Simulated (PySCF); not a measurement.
**C3H11FOSi2: density, localisation and related maps**

Input

```
{"job": {"kind": "nmr", "xc": "PBE0", "basis": "pcSseg-1"}, "charge": 0, "multiplicity": 1}
C     -2.354040    -0.522342    -0.378026
C     -0.977638     0.101333    -0.154128
C     -0.870127     0.645732     1.270803
Si     0.415717    -1.140002    -0.544012
O      1.871518    -0.462634    -0.264335
Si     2.964729     0.668235     0.050059
F      2.434999     2.054200    -0.565177
H     -3.143818     0.203683    -0.188000
H     -2.503145    -1.368051     0.290189
H     -2.456371    -0.878427    -1.400519
H     -0.884032     0.954411    -0.836878
H     -0.971738    -0.157463     1.998784
H     -1.653287     1.379015     1.461991
H      0.092772     1.129292     1.423233
H      0.388897    -2.294090     0.355043
H      0.427067    -1.513327    -1.957803
H      4.166609     0.322348    -0.680517
H      3.043129     0.884405     1.482996
```

Command:

```sh
OMP_NUM_THREADS=1 python probes_run.py task.json out
```

Geometry: GFN2-xTB.

Theory: PySCF 2.14.0, PBE0/pcSseg-1, SCF density, gas phase, non-relativistic.

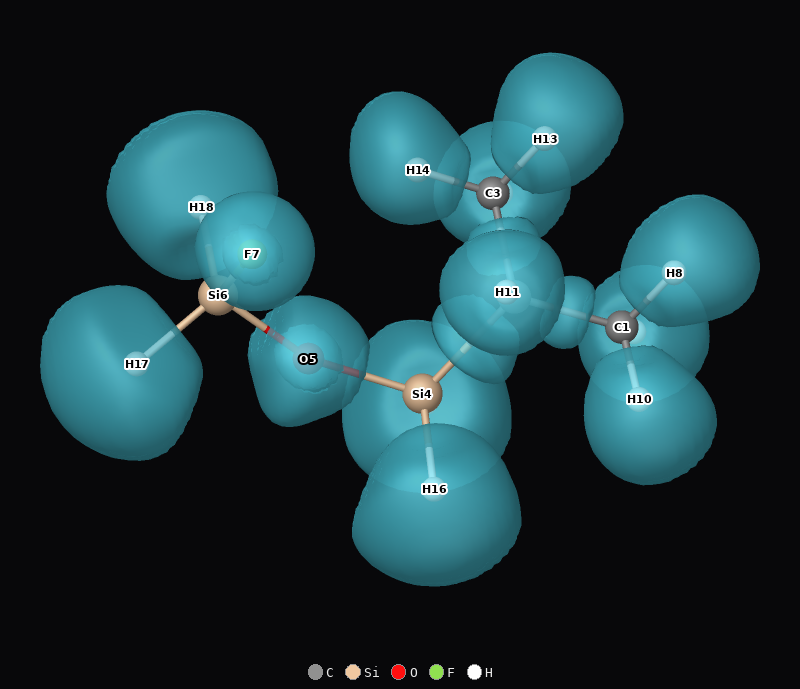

Figure 1. Isosurface of the electron localisation function at 0.75 (cyan), seen across its widest extent. Core shells and regions of very low density are left out.

**Where are the electrons localised?**

The ELF exceeds this value in two regions between bonded C–C atoms (shared pairs), one region between bonded C–Si atoms (shared pairs), eleven regions around hydrogen nuclei, one region on O in which the atom's valence shell and bonds are merged and one region wrapped around F (its lone pairs, merged into a ring or cap). Along the contacts the grid gives the following. C–C (1.53 Å): the ELF peaks at about 0.95 between the atoms: a covalent bond. Si–O (1.60 Å): the ELF peaks at about 0.85 between the atoms: a short, strongly polar bond.

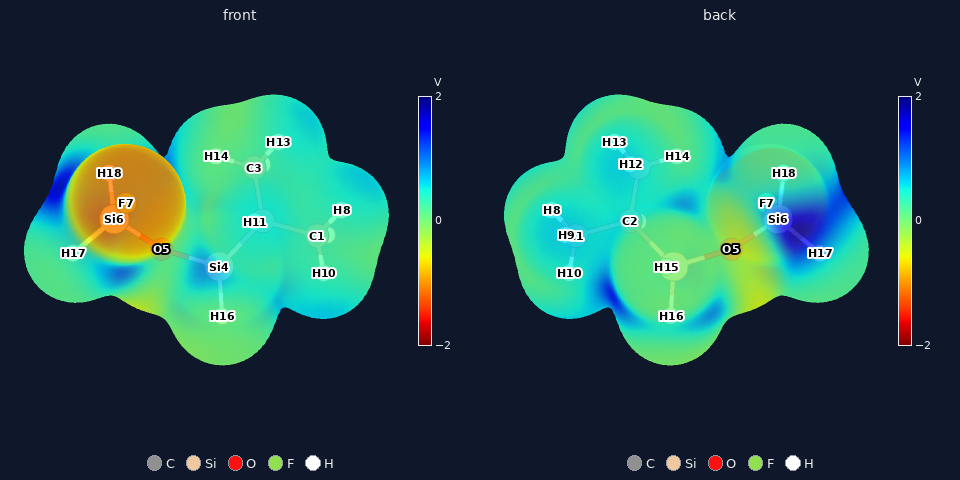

Figure 2. The molecular electrostatic potential painted on the density surface at 0.002 e/bohr³, seen from the front and from behind; red is negative and blue positive.

**Where is the surface potential most negative and most positive?**

The most negative region (about −1.1 V) lies over F7, the most positive (about +1.7 V) over Si6.

**What dipole moment does the calculation give?**

Its dipole moment is 1.13 D.

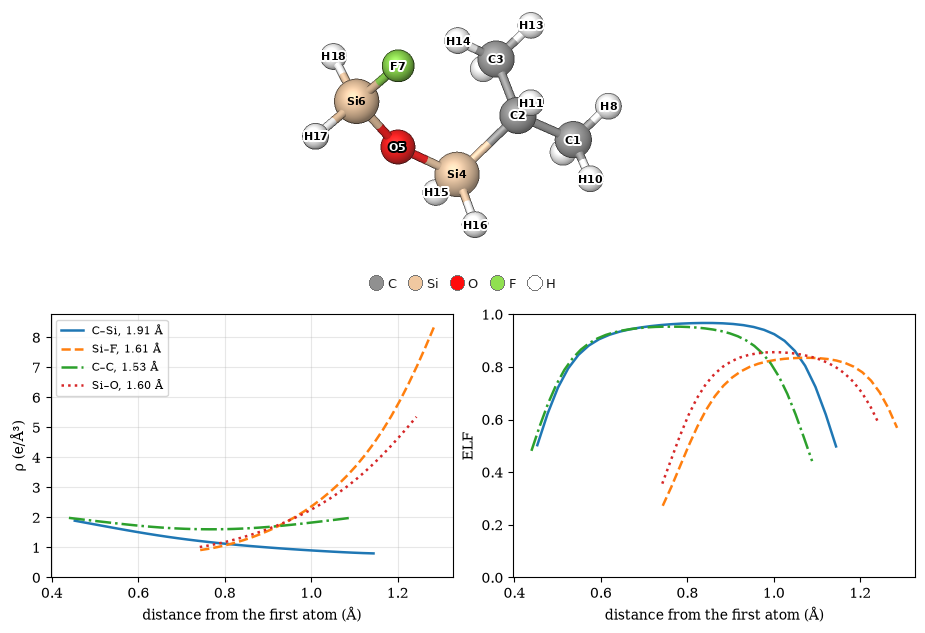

Figure 3. Total electron density and ELF along straight lines between neighbouring atoms. The curves leave out the atomic cores. The structure is drawn too.

**What can be read from the curves?**

C–Si (1.91 Å): ρ at the midpoint is about 0.95 e/Å³; the ELF peaks at about 0.95 between the atoms, as expected for localised, covalent bonding.
Si–F (1.61 Å): ρ at the midpoint is about 1.1 e/Å³; the ELF peaks at about 0.85 in the valence shell of F, 0.5 Å from its nucleus, and is about 0.50 at the midpoint.
C–C (1.53 Å): ρ is about 1.6 e/Å³ halfway; the ELF peaks at about 0.95 between the atoms (a covalent bond).
Si–O (1.60 Å): ρ at the midpoint is about 1.2 e/Å³; the ELF peaks at about 0.85 between the atoms; a short, strongly polar bond.
